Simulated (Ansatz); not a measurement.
| atom | x (Å) | y (Å) | z (Å) |
| --- | --- | --- | --- |
| Pd | -0.0004 | 0.0002 | 0.0003 |
| I | -0.9841 | 1.2615 | -1.9001 |
| I | 0.9845 | -1.2616 | 1.8998 |

Geometry: r2SCAN-D4/def2-TZVP; core potentials replace the inner electrons of Pd and I.

Theory: Ansatz, UKS PBE0-D4/def2-TZVP.

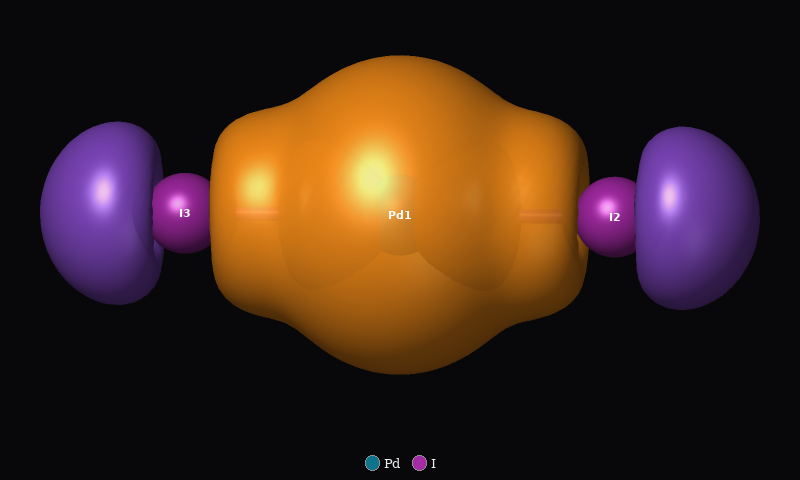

I2Pd (triplet). The HOMO (β) at ±0.08 Å⁻³ᐟ² (orange and purple are the two phases), seen from one side.

Describe this orbital and give its energy.

Answer. It lies mainly on Pd1 (about 65 %), I2 (about 15 %) and I3 (about 15 %); it is of σ type; it is gerade (even under inversion). Its energy is −7.75 eV.
